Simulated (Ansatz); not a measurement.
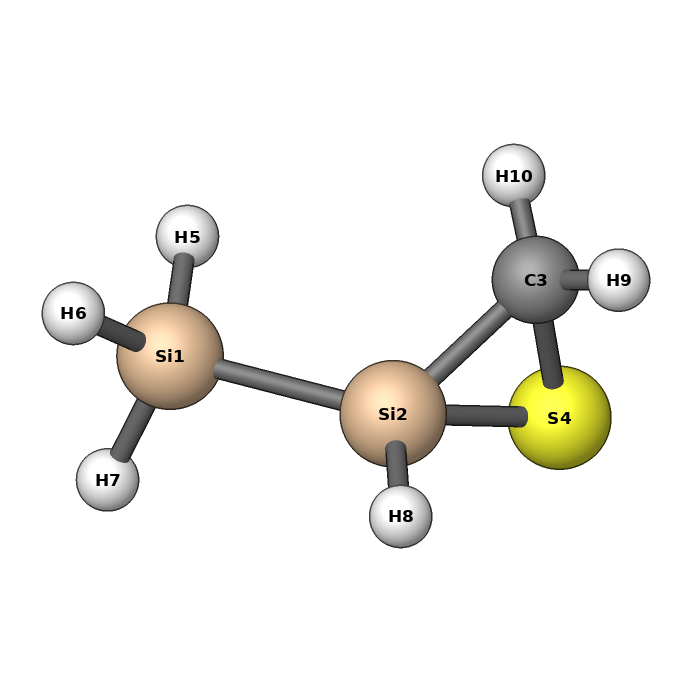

The questions are on Mulliken charges. The geometry was computed by an optimisation with PBE0-D4/def2-TZVP. Method: RKS PBE-D4/def2-TZVPP (Ansatz 0.2.0).

Give the Mulliken charges atom by atom.

| atom | value (e) |
| --- | --- |
| Si1 | 0.11 |
| Si2 | 0.22 |
| C3 | −0.20 |
| S4 | −0.21 |
| H5 | −0.03 |
| H6 | −0.04 |
| H7 | −0.03 |
| H8 | −0.05 |
| H9 | 0.12 |
| H10 | 0.12 |

Mulliken values depend strongly on the basis set and can even reverse the polarity of a bond.
